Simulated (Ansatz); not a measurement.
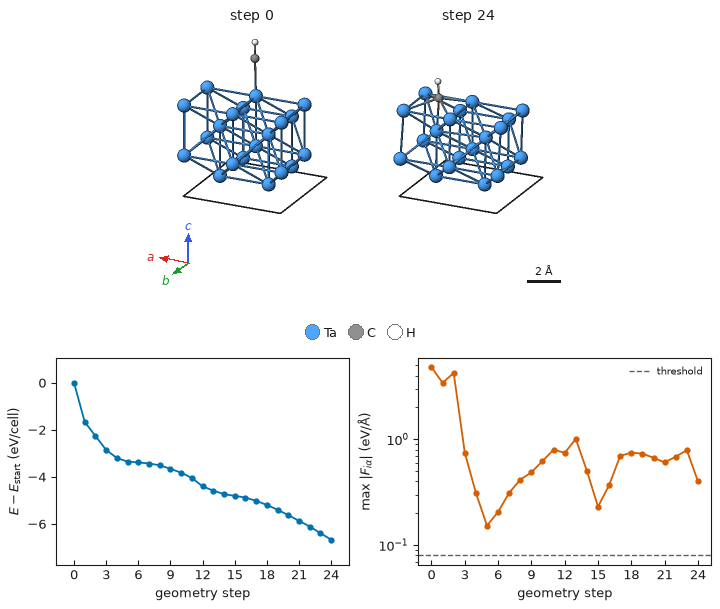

First and last geometry of a constrained relaxation of a slab of composition Ta$_{16}$HC, with the history of the run. Style: ball-and-stick. Shown: the cell of the calculation, outlined in the plane, without the vacuum (origin shifted), from a free direction.

It is CH on Ta(100), set down by a guess. The run prepares the start of a later molecular dynamics calculation, from a guessed geometry. 4 atoms are held fixed.

Theory: DFT PBEsol, scalar-relativistic, plane waves, PAW (Ansatz 0.2.0).

Input
```yaml
accuracy: low
crystal:
  lattice:
    - [6.62, 0.0, 0.0]
    - [0.0, 6.62, 0.0]
    - [0.0, 0.0, 17.965]
  atoms:
    - { symbol: Ta, position: [0.25, 0.25, 0.0556638] }
    - { symbol: Ta, position: [0.75, 0.25, 0.0556638] }
    - { symbol: Ta, position: [0.25, 0.75, 0.0556638] }
    - { symbol: Ta, position: [0.75, 0.75, 0.0556638] }
    - { symbol: Ta, position: [0.0, 0.0, 0.1477874] }
    - { symbol: Ta, position: [0.5, 0.0, 0.1477874] }
    - { symbol: Ta, position: [0.0, 0.5, 0.1477874] }
    - { symbol: Ta, position: [0.5, 0.5, 0.1477874] }
    - { symbol: Ta, position: [0.25, 0.25, 0.2399109] }
    - { symbol: Ta, position: [0.75, 0.25, 0.2399109] }
    - { symbol: Ta, position: [0.25, 0.75, 0.2399109] }
    - { symbol: Ta, position: [0.75, 0.75, 0.2399109] }
    - { symbol: Ta, position: [0.0, 0.0, 0.3320345] }
    - { symbol: Ta, position: [0.5, 0.0, 0.3320345] }
    - { symbol: Ta, position: [0.0, 0.5, 0.3320345] }
    - { symbol: Ta, position: [0.5, 0.5, 0.3320345] }
    - { symbol: C, position: [0.5052977, 0.0100755, 0.4717506] }
    - { symbol: H, position: [0.5013738, 0.016529, 0.5329808] }
basis:
  ecutwfc: 420.0
kpoints:
  mp_grid: { grid: [3, 3, 1] }
hamiltonian:
  xc: pbesol
scf:
  occupations: { method: fermi_dirac, width: 0.05 }
  lower_state_search: "off"
relax:
  f_tol: 0.08
  max_steps: 25
  adjacent_minimum: "off"
  constraints: [{ sites: [0, 1, 2, 3] }]
```

Launched with:
```bash
ansatz run input.yaml --threads 4 --pin off --max-ram 10240MiB --backend cpu --events-out ev --progress --plain --runs-dir out
```

### Did the run converge, and what did it change?

The relaxation stopped without meeting its thresholds, so the last structure isn't shown to be converged. It used up its limit of 25 steps. After 24 geometry steps the energy has fallen by 6.670 eV per cell of the calculation. Largest force component: 4.8 eV/Å at the start, 0.4 eV/Å at the end. The largest move is that of H18, 3.16 Å at 45° to the normal (−c side). By element the largest moves are H 3.16 Å, C 3.12 Å, Ta 0.39 Å. The cell doesn't change. Among the contacts that change: Ta15–C17 5.248 → 2.347 Å, Ta10–C17 4.743 → 2.234 Å, Ta16–C17 4.101 → 2.263 Å, Ta13–C17 4.127 → 2.420 Å. New bonds form, among them: Ta10–C17 (4.74 → 2.23 Å), Ta13–C17 (4.13 → 2.42 Å), Ta15–C17 (5.25 → 2.35 Å), Ta16–C17 (4.10 → 2.26 Å). Bond angles that change, for instance: Ta14–C17–H18 177.7° → 109.0°.

```tsv
step	E − E(0), meV/atom	largest force component, eV/Å
0	0.00	4.8070
1	-92.34	3.4173
2	-125.56	4.2396
3	-158.46	0.7476
4	-177.60	0.3124
5	-186.03	0.1531
6	-187.85	0.2060
7	-190.49	0.3128
8	-194.68	0.4159
9	-203.06	0.4876
10	-212.19	0.6229
11	-224.59	0.7998
12	-244.42	0.7440
13	-254.55	1.0090
14	-262.86	0.5027
15	-266.95	0.2310
16	-270.85	0.3689
17	-278.75	0.6967
18	-288.32	0.7492
19	-299.73	0.7327
20	-312.37	0.6695
21	-325.93	0.6051
22	-339.32	0.6860
23	-354.77	0.7899
24	-370.53	0.4022
```

Limits of the set-up: the program's low-accuracy preset was used; the periodic images lie only 6.6 Å apart, so the values are limited by the cell's size.
